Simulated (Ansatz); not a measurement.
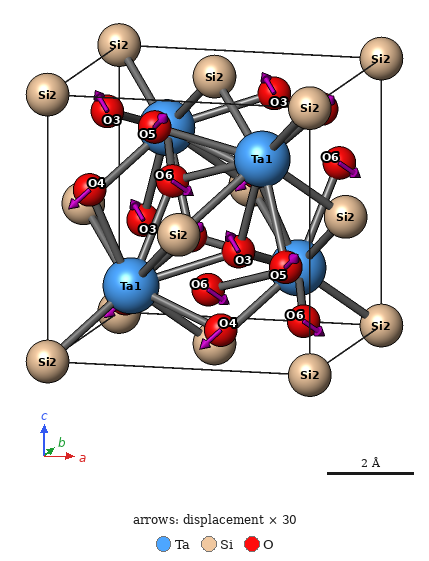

A relaxation of crystalline TaSiO$_{4}$ (a generated structure, set up in F-43m) (coarse preliminary run). The starting structure is drawn; purple arrows show the displacements (the part carried along by the change of the cell is left out), 30 times their true length.

Style: ball-and-stick. Shown: the conventional cell (4 times the calculation's cell), slightly off an axis. Lengths and directions refer to the drawn axes.

These are results of Ansatz 0.2.0, DFT PBE, scalar-relativistic, plane waves, PAW, not measurements. Settings: plane-wave cutoff 420 eV; k-point mesh 6 × 6 × 6; occupations gaussian; smearing width 0.1 eV; no spin polarisation; cell and atoms relaxed; force threshold 0.04 eV/Å; at most 70 steps.

Which element moves most?

Oxygen: up to 0.024 Å, against 0.000 Å for tantalum.

What happened in the run?

Over 3 accepted moves (5 points after the start) the energy falls by 21.3 meV per atom. Largest force component: 0.31 eV/Å at the start, 0.00057 eV/Å at the end. Pressure: −8.93 GPa at the start and −0.03 GPa at the end. The SCF was repeated twice at an unchanged geometry on a basis and grid sized afresh for the cell, which shifted the energy by 1.9 meV per atom at most. The largest moves relative to the cell, 0.024 Å, are those of O3, O4, O5 and O6. O5 goes along [1 −1 1]. Ta and Si stay in place. Cell: a = b = c 6.333 → 6.218 Å (−1.8 %). Volume −5.4 %. Some distances before and after: Ta1–O3 2.627 → 2.575 Å, Ta1–Si2 2.742 → 2.692 Å. The space group stays F-43m (No. 216).

Limits of the set-up: an odd number of electrons was run without spin polarisation, which fails if the electron would localise.
